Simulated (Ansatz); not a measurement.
NSiTe (charge −1)

```xyz
3

N     0.0000    0.0000   -1.8437
Si    0.0000    0.0000   -0.2632
Te    0.0000    0.0000    2.1069
```

Geometry: PBE0-D3(BJ)/def2-SVPD; core potentials replace the inner electrons of Te.

Theory: isolated molecule in a Gaussian basis; Kohn-Sham density functional theory, functional PBE0 in Ansatz.

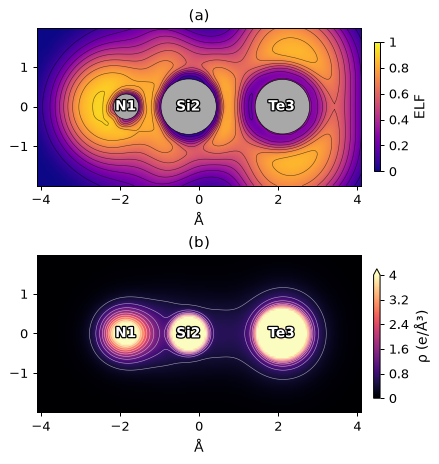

Figure 1. (a) electron localisation function; (b) electron density on a plane that holds the molecular axis. Grey discs cover the atomic cores in the ELF map.

> Interpret the plot.

The plane passes through N, Si and Te nuclei.
Si–N (1.58 Å): the density is about 1.3 e/Å³ at the midpoint; the ELF peaks at about 0.80 between the atoms, as expected for a short, strongly polar bond.
Si–Te (2.37 Å): ρ at the midpoint is about 0.62 e/Å³; the ELF peaks at about 0.80 between the atoms; a covalent bond.
The ELF also peaks beside Te3 and N1, away from the bonds: lone-pair regions.

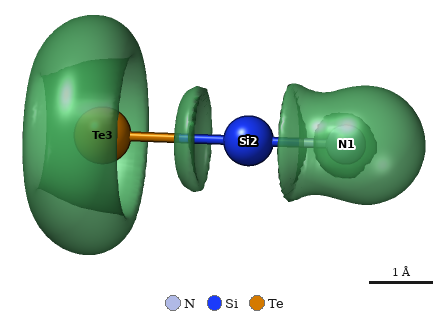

Figure 2. Isosurface of the electron localisation function at 0.75 (green), seen from one side. Only the valence region is drawn (cores and ρ < 0.01 e/Å³ removed).

> Where are the electrons localised?

At this value the surface marks out one region between bonded Si–Te atoms (shared pairs), one ring or bowl of non-bonding electrons around Te and one region wrapped around N (its valence shell).

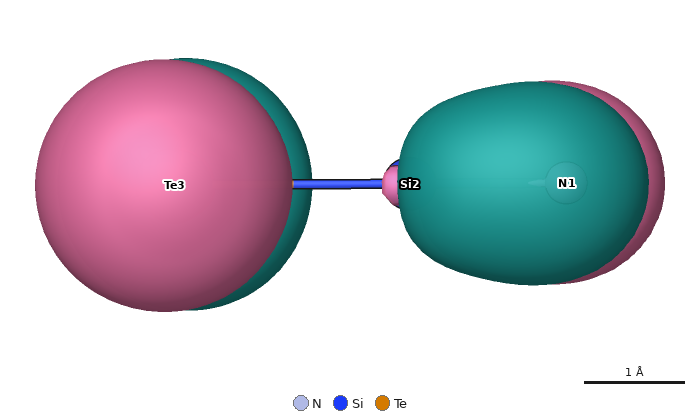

Figure 3. The HOMO at ±0.1 Å⁻³ᐟ² (teal and pink are the two phases), seen from one side.

> What is the character of this orbital?

It lies mainly on Te3 (about 45 %), N1 (about 40 %) and Si2 (about 15 %). It is one of a degenerate set, so its orientation is arbitrary. Its energy is −1.77 eV.
